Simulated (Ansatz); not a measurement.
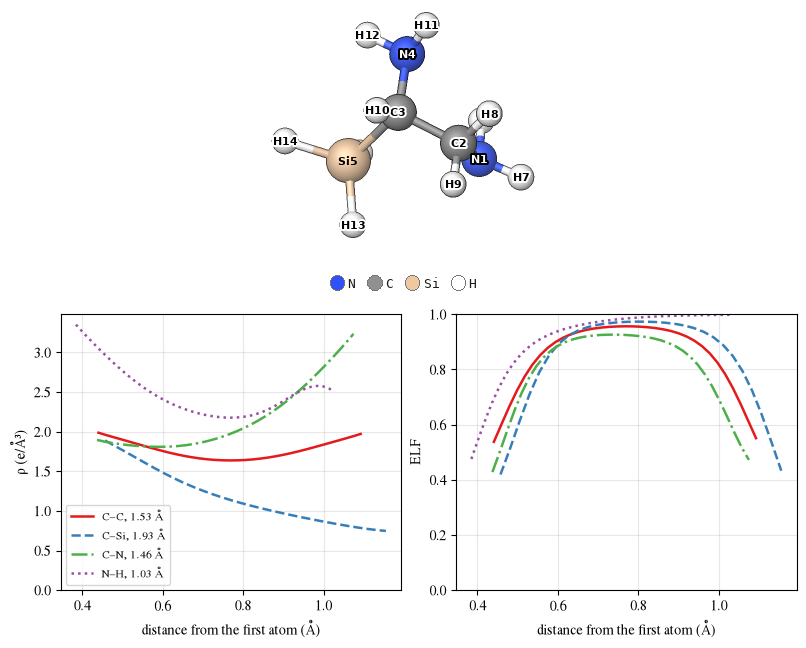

The picture shows: C2H10N2Si (SMILES NCC(N)[SiH3]). Electron density and ELF along straight lines between neighbouring atoms. The curves leave out the atomic cores. The structure is drawn too.

Theory: RKS PBE-D4/def2-SVP in Ansatz.

```yaml
atoms:
  - { symbol: N, position_ang: [-0.8955, -0.2591, 1.9839] }
  - { symbol: C, position_ang: [0.2441, -0.0515, 1.1002] }
  - { symbol: C, position_ang: [0.9594, 1.2324, 1.5362] }
  - { symbol: N, position_ang: [0.0983, 2.3850, 1.2271] }
  - { symbol: Si, position_ang: [1.2574, 1.1429, 3.4359] }
  - { symbol: H, position_ang: [-1.4965, 0.5753, 1.9216] }
  - { symbol: H, position_ang: [-1.4596, -1.0681, 1.7001] }
  - { symbol: H, position_ang: [-0.0100, 0.0280, 0.0075] }
  - { symbol: H, position_ang: [0.9448, -0.9095, 1.1936] }
  - { symbol: H, position_ang: [1.9654, 1.2664, 1.0421] }
  - { symbol: H, position_ang: [0.0953, 2.5547, 0.2109] }
  - { symbol: H, position_ang: [0.4661, 3.2470, 1.6492] }
  - { symbol: H, position_ang: [1.7815, -0.2134, 3.8165] }
  - { symbol: H, position_ang: [2.3312, 2.1583, 3.7645] }
  - { symbol: H, position_ang: [0.0548, 1.5115, 4.2539] }
```

Question: What kind of bonding do the profiles show?

Answer: C–C (1.53 Å): ρ at the midpoint is about 1.6 e/Å³; the ELF peaks at about 0.95 between the atoms, as expected for a covalent bond.
C–Si (1.93 Å): the density is about 0.9 e/Å³ at the midpoint; the ELF peaks at about 1 between the atoms, as expected for a shared electron pair.
C–N (1.46 Å): the density is about 1.9 e/Å³ at the midpoint; the ELF peaks at about 0.95 between the atoms: localised, covalent bonding.
N–H (1.03 Å): ρ is about 2.7 e/Å³ halfway; the ELF climbs to about 1 towards the hydrogen, as it does in any bond to H; an ordinary covalent bond to hydrogen.
